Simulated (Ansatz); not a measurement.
# N_S in MgS (F-43m): charge-transition levels and formation energies

Aim: at which Fermi levels does N_S in MgS (F-43m) change its charge? The model is a cell of 32 host atoms with 1 S taken out and 1 N put in.

Calculated with Ansatz 0.2.0; place-levels on PBEsol runs: charge-transition levels and formation energies with image-charge correction and potential alignment at the atomic sites.

### Step 1. The starting structure

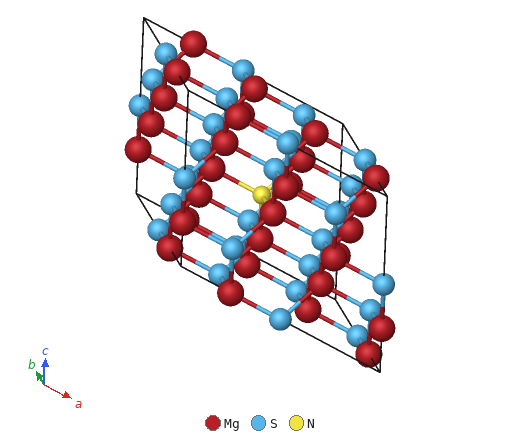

The starting structure, seen slightly off an axis (magnesium red, sulfur blue, nitrogen yellow). Some periodic images of atoms are drawn too.

The cell holds 32 atoms: 16 Mg, 15 S and 1 N. Cell: a = 9.789 Å, b = 9.789 Å, c = 9.789 Å, α = 109.5°, β = 109.5°, γ = 109.5°. It derives from MgS (space group F-43m). Nearest the centre at fractional (0.500, 0.500, 0.250): N27 at 0.00 Å, Mg11 at 2.45 Å, Mg10 at 2.45 Å, Mg7 at 2.45 Å, Mg16 at 2.45 Å, S30 at 4.00 Å, S31 at 4.00 Å, S28 at 4.00 Å.

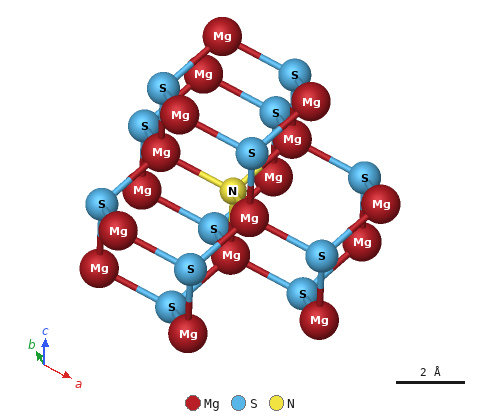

The atoms within 5 Å of the centre.

The host's dielectric constants go in as inputs: 4.14 for the electrons alone, 6.69 with the ions, computed on the host (DFPT, PBEsol).

The cell's shortest repeat is 9.8 Å.

### Step 2. Charge states

Levels follow from differences of total energies between charge states, each relaxed by itself.

Random displacements of about 0.08 Å break the site symmetry at the start, so that the relaxation can reach a distorted minimum if there is one. Forces are taken at the zone centre alone. The cell holds 1 electron more than the neutral one, with a uniform background that keeps it neutral on the whole.

The sampling was tested on the host first: at the k-points planned (1x1x1 Gamma-centred) its energy lies 0.026 eV an atom from the dense-mesh value, so the final energies take a denser sampling.

One state's input; the others differ in charge, spin, start and seed, and in occupations where the table says so.

File qm1.relax/input.yaml:

```yaml
crystal:
  lattice:
    - [-5.6515324, 5.6515324, -5.6515324]
    - [5.6515324, 5.6515324, 5.6515324]
    - [5.6515324, -5.6515324, -5.6515324]
  atoms:
    - { symbol: Mg, position: [0.0, 0.0, 0.0] }
    - { symbol: Mg, position: [0.0, 0.25, 0.75] }
    - { symbol: Mg, position: [0.0, 0.5, 0.5] }
    - { symbol: Mg, position: [0.0, 0.75, 0.25] }
    - { symbol: Mg, position: [0.25, 0.0, 0.75] }
    - { symbol: Mg, position: [0.25, 0.25, 0.5] }
    - { symbol: Mg, position: [0.25, 0.5, 0.25] }
    - { symbol: Mg, position: [0.25, 0.75, 0.0] }
    - { symbol: Mg, position: [0.5, 0.0, 0.5] }
    - { symbol: Mg, position: [0.5, 0.25, 0.25] }
    - { symbol: Mg, position: [0.5, 0.5, 0.0] }
    - { symbol: Mg, position: [0.5, 0.75, 0.75] }
    - { symbol: Mg, position: [0.75, 0.0, 0.25] }
    - { symbol: Mg, position: [0.75, 0.25, 0.0] }
    - { symbol: Mg, position: [0.75, 0.5, 0.75] }
    - { symbol: Mg, position: [0.75, 0.75, 0.5] }
    - { symbol: S, position: [0.0, 0.0, 0.25] }
    - { symbol: S, position: [0.0, 0.25, 0.0] }
    - { symbol: S, position: [0.0, 0.5, 0.75] }
    - { symbol: S, position: [0.0, 0.75, 0.5] }
    - { symbol: S, position: [0.25, 0.0, 0.0] }
    - { symbol: S, position: [0.25, 0.25, 0.75] }
    - { symbol: S, position: [0.25, 0.5, 0.5] }
    - { symbol: S, position: [0.25, 0.75, 0.25] }
    - { symbol: S, position: [0.5, 0.0, 0.75] }
    - { symbol: S, position: [0.5, 0.25, 0.5] }
    - { symbol: "N", position: [0.5, 0.5, 0.25] }
    - { symbol: S, position: [0.5, 0.75, 0.0] }
    - { symbol: S, position: [0.75, 0.0, 0.5] }
    - { symbol: S, position: [0.75, 0.25, 0.25] }
    - { symbol: S, position: [0.75, 0.5, 0.0] }
    - { symbol: S, position: [0.75, 0.75, 0.75] }
  host:
    repeats: [1, 1, 1]
    atoms:
      - { symbol: Mg, position: [0.0, 0.0, 0.0] }
      - { symbol: Mg, position: [0.0, 0.25, 0.75] }
      # ... 30 more atoms of the perfect host
total_charge: -1
basis:
  ecutwfc: 420
  xc_grid: 2
hamiltonian:
  xc: pbesol
kpoints:
  mp_grid: { grid: [1, 1, 1] }
scf:
  occupations: { method: fixed }
  max_iter: 100
output:
  forces: true
  charged_corrections:
    epsilon: 4.14
    static_epsilon: 6.69
    defect_position: [0.5, 0.5, 0.25]
relax:
  f_tol: 0.01
  max_steps: 80
  random_displacement: { amplitude: 0.08, seed: 4135 }
checkpoint:
  write: "../qm1.relax.run"
  compress: false
  write_wavefunctions: true
  write_every: 100000
```

Launch:

```console
ansatz run input.yaml --threads 4 --pin off --max-ram 13189MiB --backend cpu --events-out ev --progress --plain --runs-dir out
```

Defect states can disperse in a cell of this size, so the energy is taken again at a 2×2×2 shifted mesh, on the relaxed structure.

The run of this state that the levels use, under PBEsol:

File qm1.point/input.yaml:

```yaml
crystal:
  checkpoint: "../qm1.relax.run"
  host: checkpoint
total_charge: -1
basis:
  ecutwfc: 420
  xc_grid: 2
hamiltonian:
  xc: pbesol
kpoints:
  mp_grid: { grid: [2, 2, 2], shift: [0.5, 0.5, 0.5] }
scf:
  occupations: { method: fermi_dirac, width: 0.01 }
  max_iter: 100
output:
  forces: true
  eigenvalues: true
  charged_corrections:
    epsilon: 4.14
    static_epsilon: 6.69
    defect_position: [0.5, 0.5, 0.25]
  eigenstates: { localisation: true }
  populations: true
  band_densities: [{ bands: [v1, v1] }, { bands: [c1, c1] }]
  write_density: true
  write_potential: true
  volumetric_format: npy
  elf: true
checkpoint:
  read: "../qm1.relax.run"
  write: "../qm1.point.run"
  compress: false
  write_wavefunctions: false
  write_every: 100000
```

Relaxations under PBEsol at the zone centre alone; times on 4 threads of Arm Neoverse V2, shared host:

```csv
charge,moment (μB),occupations,outcome,steps,largest displacement against the far atoms (Å),time
−1,0,fixed,converged,7,0.42,11 s
0,1,fixed,converged,6,0.35,28 s
```

Single points under PBEsol at a 2×2×2 shifted mesh; times on 4 threads of Arm Neoverse V2, shared host:

```csv
charge,moment (μB),occupations,outcome,time
−1,0,fermi-dirac,converged,21 s
0,1,fermi-dirac,converged,46 s
```

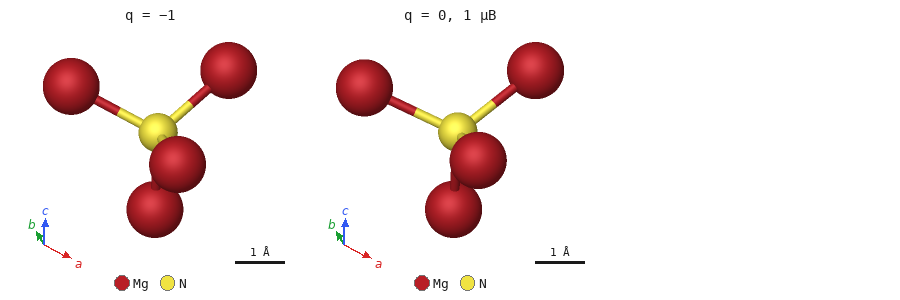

The structures near the centre after relaxation with PBEsol, by charge.

Distances (Å) from N27 to the nearest atoms after relaxation with PBEsol:

```csv
charge,moment (μB),1.,2.,3.,4.,5.,6.
−1,0,Mg 2.03,Mg 2.03,Mg 2.03,Mg 2.03,S 3.93,S 3.93
0,1,Mg 2.12,Mg 2.12,Mg 2.12,Mg 2.12,S 3.88,S 3.88
```

### Step 3. Levels against the band edges, PBEsol, a 2×2×2 shifted mesh

A charged cell interacts with its images and the background, and its potential has another zero than the host's. place-levels removes the first by a point-charge model, screened by the static dielectric constant since the ions have relaxed around the charge, and the second by comparing potentials at atoms far from the defect.

The host is a run of the defect-free crystal in the same cutoffs, grids and k-points, so that basis and sampling errors cancel in part in the differences. Its band edges come from a run of the primitive cell that searches the zone for them. Chemical potentials are energies per atom of S (S12 rings, Pnnm, not the stable S8 form) and N (N2 molecule), run with the same functional and cutoff.

File levels.point.yaml:

```yaml
host:
  run: host.point.run
  levels_from: { run: edges.point.run }
states: [qm1.point.run, q0_M1.point.run]
geometry_from:
  qm1.point.run: qm1.relax.run
  q0_M1.point.run: q0_M1.relax.run
chemical_potentials:
  S:
    energy: -884.879081
    dataset: "<sha256 of the dataset>"
  "N":
    energy: -378.471758
    dataset: "<sha256 of the dataset>"
epsilon: 4.14
static_epsilon: 6.69
vertical:
  - { from: qm1.point.run, to: qm1.point_neutral.run }
```

Launch:

```console
ansatz place-levels levels.point.yaml -- --threads 4 --pin off --max-ram 13189MiB
```

Numbers of over 12 decimals in the logs are rounded to 6 here.

The log of the run:

```text
[... repeated set-up lines and file paths are left out, and long positions are rounded to six places ...]
(0/-1) 0.512 eV above the valence edge, 2.808 eV under the conduction edge
formation energy of charge 0: +3.904 eV with the Fermi level at the valence edge
formation energy of charge -1: +4.416 eV with the Fermi level at the valence edge
vertical -1 to 0: no energy, since no alignment is typed
  the change from vertical[0].from (qm1.point.run) to vertical[0].to (qm1.point_neutral.run): by its spins about the atoms it stands at 0.500 0.499 0.250, with an rms radius of about 3.3 Å (1.9 1.9 1.9 Å across the planes of the cell's vectors); [...]
  edges by pbesol of host.levels_from (edges.point.run), its mesh sampled to repeats of 35.97 Å (the valence edge +0.176 eV and the conduction edge -0.847 eV from those of the host's own run), gap 3.320 eV; the host is sampled to repeats of 22.61 Å
  the defect's cells are sampled to repeats of 22.61 Å, like sampling
  charge 0: +0.000 eV for its dipole among its images, +0.000 omitted
  charge -1: -44282.2623 eV with its correction of +0.466 eV, at epsilon 6.69, aligned at sites: -0.1196 eV, mean over 3 atomic sites at or beyond 4.89 Å from the defect at [0.5000, 0.5000, 0.2500], with +0.000000 for the charge's moments and without [...]
  of states[1] (q0_M1.point.run): its alignment with the host at atomic sites is doubtful: the cell is too small to show whether the defect's potential has decayed: take a larger one
  of states[0] (qm1.point.run): it parts from the run at its places by a charge that spreads by about 1.9 Å along one vector (1.4 Å or more is wide), by the spins about the atoms, where the cell does not tell a trapped carrier from a band state. [...]
  of vertical[0].from (qm1.point.run): it parts from the run at its places by a charge that spreads by about 1.9 Å along one vector (1.4 Å or more is wide), by the spins about the atoms, where the cell does not tell a trapped carrier from a band state. [...]
  vertical[0].to (qm1.point_neutral.run): levels filled in part (TS 0.014 eV): its energy is of no whole electron's
```

Wall time 0.15 s (4 threads of Arm Neoverse V2, shared host).

Under PBEsol the gap is 3.32 eV, (0/−1) 0.51 eV.

Levels between the charges placed, in eV above the valence top:

```csv
,gap (eV),(0/−1)
PBEsol,3.32,0.51
```

Corrections by state:

```csv
charge,moment (μB),image terms and alignment (eV),band filling (eV),ε used,"over the lowest of its charge, as the program ranks them, band filling apart (eV)"
0,1.0,0.000,-,-,0.000
−1,0.0,0.466,-,6.69,0.000
```

The charged structures listed were also run neutral, and place-levels reads from each pair, by the potential or the spins, how wide the charge is by which they differ; that can be the carrier of either run.

```csv
charge,rms radius (Å),spread where it is widest against the cell (Å),wide from (Å),reading
−1,3.3,1.90,1.38,wide
```

The neutral runs of these pairs need not share the spin of the lowest neutral state, and very wide values only mean spread over the cell.

From the program's caveats on the states, each cut to its opening words:

- charge 0 (1 μB), −1: its alignment with the host at atomic sites is doubtful: the cell is too small to show whether the defect's potential has decayed: take a larger one
- charge −1: it parts from the run at its places by a charge that spreads by about 1.9 Å along one vector (1.4 Å or more is wide), by the spins about the atoms, where the [...]

The host's formation energy from the elements is -1.415 eV per atom; it sets how far the chemical potentials can move.

Limit set by the element alone; other compounds of these elements are not counted. Chemical potentials from the elements' reference states: Mg 0.00 eV, S -2.83 eV, N 0.00 eV. Formation energy by charge state (Mg-rich; gap 3.32 eV):

```csv
charge,at valence top (eV),at conduction bottom (eV),correction included (eV)
0,1.07,1.07,0.00
−1,1.59,-1.73,0.47
```

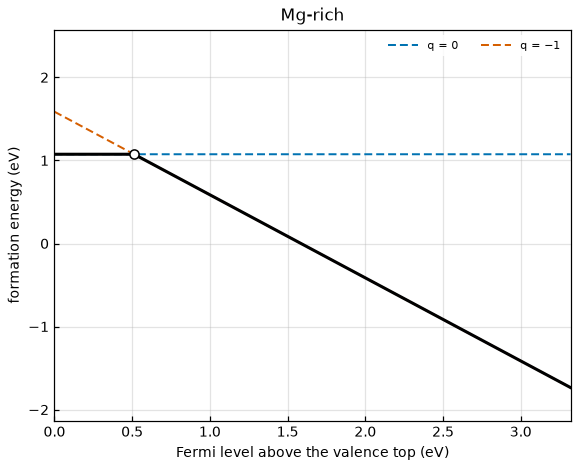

Formation energy against Fermi level; the thick line follows the lowest charge state and circles mark the transition levels.

Limit set by the element alone; other compounds of these elements are not counted. Chemical potentials from the elements' reference states: S 0.00 eV, Mg -2.83 eV, N 0.00 eV. Formation energy by charge state (S-rich; gap 3.32 eV):

```csv
charge,at valence top (eV),at conduction bottom (eV),correction included (eV)
0,3.90,3.90,0.00
−1,4.42,1.10,0.47
```

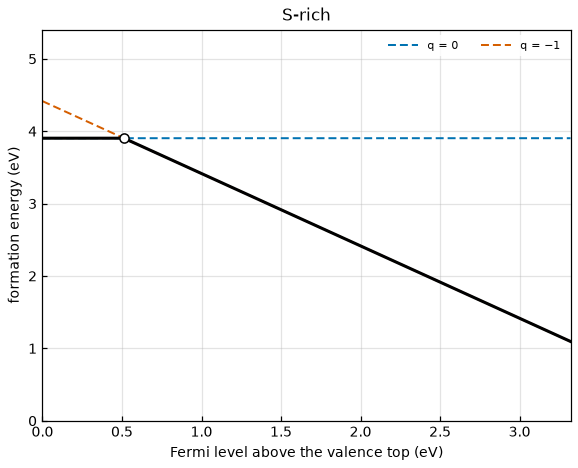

Formation energy against Fermi level; the thick line follows the lowest charge state and circles mark the transition levels.

The charge transition levels (eV, zero at the valence-band top of the host):

```csv
,conduction bottom,valence top
N_S,3.32,0.00
```

```csv
,level,energy (eV)
N_S,(0/−1),0.51
```

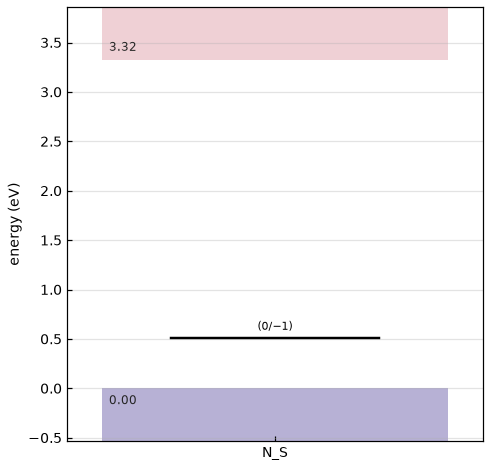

Charge transition levels. Shaded: valence and conduction bands.

### Step 4. The same at the relaxations' own k-points

The relaxations' own energies give the levels at their sampling, for comparison.

File levels.relax_mesh.yaml:

```yaml
host:
  run: host.relax.run
  levels_from: { run: edges.relax.run }
states: [qm1.relax.run, q0_M1.relax.run]
chemical_potentials:
  S:
    energy: -884.879081
    dataset: "<sha256 of the dataset>"
  "N":
    energy: -378.471758
    dataset: "<sha256 of the dataset>"
```

Launch:

```console
ansatz place-levels levels.relax_mesh.yaml -- --threads 4 --pin off --max-ram 13189MiB
```

The log of the run:

```text
(0/-1) 0.676 eV above the valence edge, 2.644 eV under the conduction edge
formation energy of charge 0: +3.799 eV with the Fermi level at the valence edge
formation energy of charge -1: +4.475 eV with the Fermi level at the valence edge
  edges by pbesol of host.levels_from (edges.relax.run), its mesh sampled to repeats of 35.97 Å (the valence edge -0.037 eV and the conduction edge -0.025 eV from those of the host's own run), gap 3.320 eV; the host is sampled to repeats of 9.79 Å
[... the lines on each state left out ...]
```

Elapsed: 0.07 s, on 4 threads.

Levels between neighbouring charges, in eV above the valence top:

```csv
,gap (eV),(0/−1)
the zone centre alone,3.32,0.68
a 2×2×2 shifted mesh,3.32,0.51
```

Going from the zone centre alone to a 2×2×2 shifted mesh moves the levels that carry no band-filling term by up to 0.16 eV and formation energies against the elements by up to 0.11 eV.

### Step 5. Levels against the band edges, PBEsol, k-mesh 1x1x1 Gamma

File qm1.s0/input.yaml:

```yaml
crystal:
  checkpoint: "../qm1.relax.run"
  host: checkpoint
total_charge: -1
basis:
  ecutwfc: 420
  xc_grid: 2
hamiltonian:
  xc: pbesol
kpoints:
  mp_grid: { grid: [1, 1, 1] }
scf:
  occupations: { method: fixed }
  max_iter: 100
output:
  forces: true
  eigenvalues: true
  charged_corrections:
    epsilon: 4.14
    static_epsilon: 6.69
    defect_position: [0.5, 0.5, 0.25]
checkpoint:
  read: "../qm1.relax.run"
  write: "../qm1.s0.run"
  compress: false
  write_wavefunctions: false
  write_every: 100000
```

Run time: 1.5 s. Hardware: 4 threads; peak memory 0.73 GiB.

File levels.s0.yaml:

```yaml
host:
  run: host.s0.run
  levels_from: { run: edges.s0.run }
states: [qm1.s0.run, q0_M1.s0.run]
geometry_from:
  qm1.s0.run: qm1.relax.run
  q0_M1.s0.run: q0_M1.relax.run
chemical_potentials:
  S:
    energy: -884.879081
    dataset: "<sha256 of the dataset>"
  "N":
    energy: -378.471758
    dataset: "<sha256 of the dataset>"
```

Launch:

```console
ansatz place-levels levels.s0.yaml -- --threads 4 --pin off --max-ram 13189MiB
```

The log of the run:

```text
(0/-1) 0.676 eV above the valence edge, 2.644 eV under the conduction edge
formation energy of charge 0: +3.799 eV with the Fermi level at the valence edge
formation energy of charge -1: +4.475 eV with the Fermi level at the valence edge
  edges by pbesol of host.levels_from (edges.s0.run), its mesh sampled to repeats of 35.97 Å (the valence edge -0.037 eV and the conduction edge -0.025 eV from those of the host's own run), gap 3.320 eV; the host is sampled to repeats of 9.79 Å
[... the lines on each state left out ...]
```

Wall time 0.1 s (4 threads).

Under PBEsol the gap is 3.32 eV, (0/−1) 0.68 eV.

### Step 6. Levels against the band edges, PBEsol, k-mesh 1x1x1 quarter point

The energy is taken again at one point at (¼, ¼, ¼), on the same structure.

File qm1.s1/input.yaml:

```yaml
crystal:
  checkpoint: "../qm1.relax.run"
  host: checkpoint
total_charge: -1
basis:
  ecutwfc: 420
  xc_grid: 2
hamiltonian:
  xc: pbesol
kpoints:
  mp_grid: { grid: [1, 1, 1], shift: [0.25, 0.25, 0.25] }
scf:
  occupations: { method: fermi_dirac, width: 0.01 }
  max_iter: 100
output:
  forces: true
  eigenvalues: true
  charged_corrections:
    epsilon: 4.14
    static_epsilon: 6.69
    defect_position: [0.5, 0.5, 0.25]
checkpoint:
  read: "../qm1.relax.run"
  write: "../qm1.s1.run"
  compress: false
  write_wavefunctions: false
  write_every: 100000
```

Elapsed: 5.7 s, on 4 threads; peak memory 0.99 GiB.

File levels.s1.yaml:

```yaml
host:
  run: host.s1.run
  levels_from: { run: edges.s1.run }
states: [qm1.s1.run, q0_M1.s1.run]
geometry_from:
  qm1.s1.run: qm1.relax.run
  q0_M1.s1.run: q0_M1.relax.run
chemical_potentials:
  S:
    energy: -884.879081
    dataset: "<sha256 of the dataset>"
  "N":
    energy: -378.471758
    dataset: "<sha256 of the dataset>"
```

Launch:

```console
ansatz place-levels levels.s1.yaml -- --threads 4 --pin off --max-ram 13189MiB
```

The log of the run:

```text
(0/-1) 0.572 eV above the valence edge, 2.748 eV under the conduction edge
formation energy of charge 0: +3.858 eV with the Fermi level at the valence edge
formation energy of charge -1: +4.430 eV with the Fermi level at the valence edge
[...]
[... the lines on each state left out ...]
```

Wall time 0.1 s (4 threads).

Under PBEsol the gap is 3.32 eV, (0/−1) 0.57 eV; the stage before (PBEsol, at other k-points) gave a gap of 3.32 eV and levels within 0.10 eV of these.

### Step 7. Levels against the band edges, PBEsol, k-mesh 1x1x1 zone corner

The energy is taken again at a 1×1×1 shifted mesh, on the same structure.

qm1.s2/input.yaml, as its differences from qm1.s1/input.yaml of step 6:

```diff
@@ -10,3 +10,3 @@
 kpoints:
-  mp_grid: { grid: [1, 1, 1], shift: [0.25, 0.25, 0.25] }
+  mp_grid: { grid: [1, 1, 1], shift: [0.5, 0.5, 0.5] }
 scf:
@@ -23,3 +23,3 @@
   read: "../qm1.relax.run"
-  write: "../qm1.s1.run"
+  write: "../qm1.s2.run"
   compress: false
```

The job ended after 3.2 s (4 threads; peak memory 0.94 GiB; 11 s of CPU time).

File levels.s2.yaml:

```yaml
host:
  run: host.s2.run
  levels_from: { run: edges.s2.run }
states: [qm1.s2.run, q0_M1.s2.run]
geometry_from:
  qm1.s2.run: qm1.relax.run
  q0_M1.s2.run: q0_M1.relax.run
chemical_potentials:
  S:
    energy: -884.879081
    dataset: "<sha256 of the dataset>"
  "N":
    energy: -378.471758
    dataset: "<sha256 of the dataset>"
```

Launch:

```console
ansatz place-levels levels.s2.yaml -- --threads 4 --pin off --max-ram 13189MiB
```

The log of the run:

```text
(0/-1) 0.468 eV above the valence edge, 2.852 eV under the conduction edge
formation energy of charge 0: +3.931 eV with the Fermi level at the valence edge
formation energy of charge -1: +4.399 eV with the Fermi level at the valence edge
[...]
[... the lines on each state left out ...]
```

Elapsed: 0.1 s, on 4 threads.

Under PBEsol the gap is 3.32 eV, (0/−1) 0.47 eV; the stage before (PBEsol, at other k-points) gave a gap of 3.32 eV and levels within 0.10 eV of these.

(Continued in part 2 of 2.)

[Logs are printed without paths, hosts, clocks, repeated set-up lines and the standing remarks that a program may print on its own settings, such as how far it seeks lower states.]

[Hosts, paths, dates, database ids (printed as entryN), source tags and the programs' standing remarks are cut or masked in the printed files.]

[Where a table of states has a column of steps, it counts the stored structures, which are thinned; the runs took as many ionic steps or more.]

[A defect's name tells the site on which it was built; relaxed atoms can leave that site.]

[For some hosts the program warned that the k-mesh of the response run may be too coarse for force constants and the static dielectric constant; such warnings are not shown here.]
